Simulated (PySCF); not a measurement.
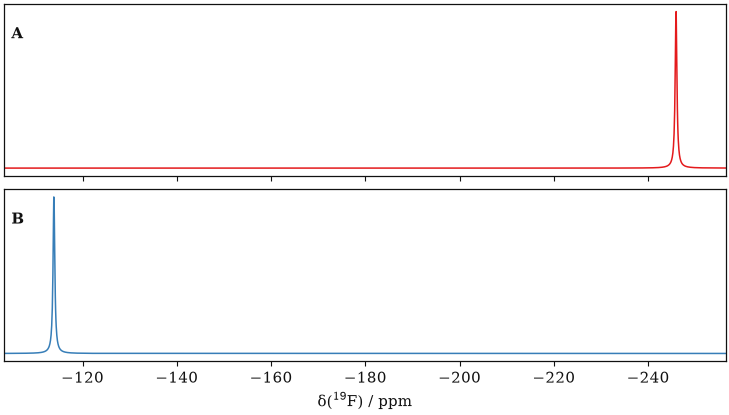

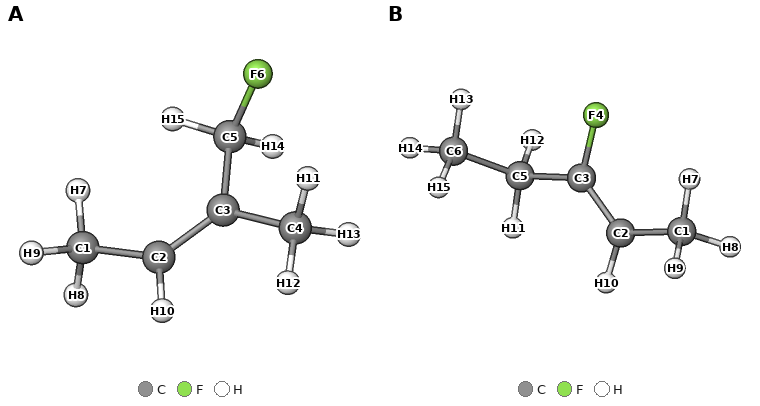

Related molecules: A is C₅H₉F, SMILES C/C=C(/C)CF; B is C₅H₉F, SMILES C/C=C(\F)CC. GIAO ¹⁹F shifts against CFCl₃ (¹⁹F: this reference is a hard case for the method, so all values can be off together by tens of ppm, and differences between signals are safer), PBE0/pcSseg-1 in PySCF 2.14.0, at a PBE0-D3(BJ)/def2-SVP geometry (no frequency check); fully decoupled, line heights follow the number of nuclei within a panel, widths are arbitrary (no quadrupolar broadening); values of one conformer, averaged over nuclei that symmetry or rotation about single bonds exchange, these motions taken as fast; other conformers aren't averaged in.

How does the ¹⁹F shift respond?

Answer. From A (−245.9 ppm) to B (−113.9 ppm) the nucleus is deshielded by 132.0 ppm.
